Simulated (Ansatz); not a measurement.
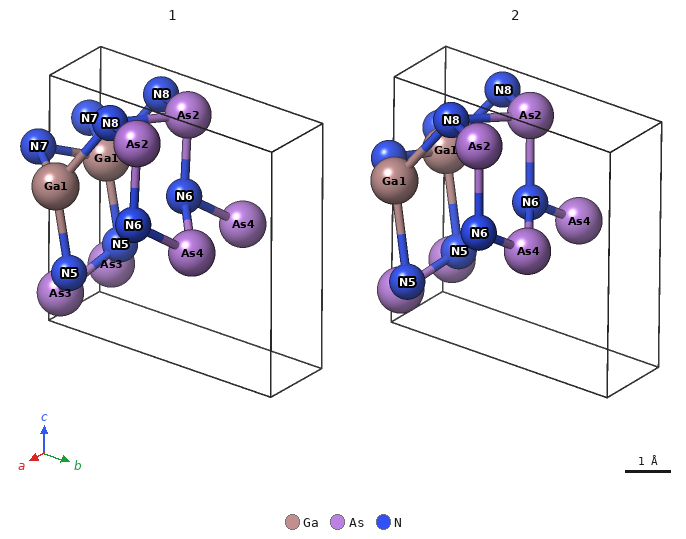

Two geometries of crystalline GaAs₃N₄ (built on the MgZn3O4-8 type type), drawn at one scale. One is the start of a relaxation, the other its converged end. A ball-and-stick model of the cell of the calculation, reduced to other axes, repeated 2 × 1 × 1 with one cell outlined, seen from a free direction. Lengths and directions refer to the drawn axes.

All numbers below come from DFT, PBEsol, plane waves, PAW in Ansatz. Set-up: plane-wave cutoff 420 eV; k-point mesh 6 × 6 × 4; occupations fermi dirac; smearing width 0.05 eV; no spin polarisation; cell and atoms relaxed; force threshold 0.01 eV/Å; at most 120 steps.

Which one is relaxed?

Answer. Structure 1 is the relaxed one. Case: shaken. The energy falls by 673 meV per atom in 14 accepted moves (16 points after the start). Largest force component: 17 eV/Å at the start, 0.0086 eV/Å at the end. Pressure: 28.37 GPa at the start and 0.00 GPa at the end. The SCF was repeated twice at an unchanged geometry on a basis and grid sized afresh for the cell, which shifted the energy by 1.0 meV per atom at most. N7 moves most relative to the cell: 0.28 Å along [−1 −3 2]. By element the largest moves are N 0.28 Å, Ga 0.25 Å, As 0.17 Å. The volume changes by +2.7 %, with a 3.012 → 3.018 Å (+0.2 %), b 6.061 → 6.217 Å (+2.6 %), c 6.187 → 6.222 Å (+0.6 %), α 89.2° → 89.1°, β 77.6° → 76.0°. Near-neighbour distances that change, for instance: Ga1–N7 1.464 → 1.891 Å, As4–N6 1.563 → 1.931 Å, Ga1–N5 2.279 → 1.985 Å, As3–N5 1.734 → 1.919 Å. Bond angles that change, for instance: Ga1–N7–Ga1 130.6° → 105.8°, N7–Ga1–N7 130.6° → 105.8°, N5–Ga1–N7 92.3° → 110.4°. The space group (tolerance 0.01 Å) goes from P1 (No. 1) to Cm (No. 8).
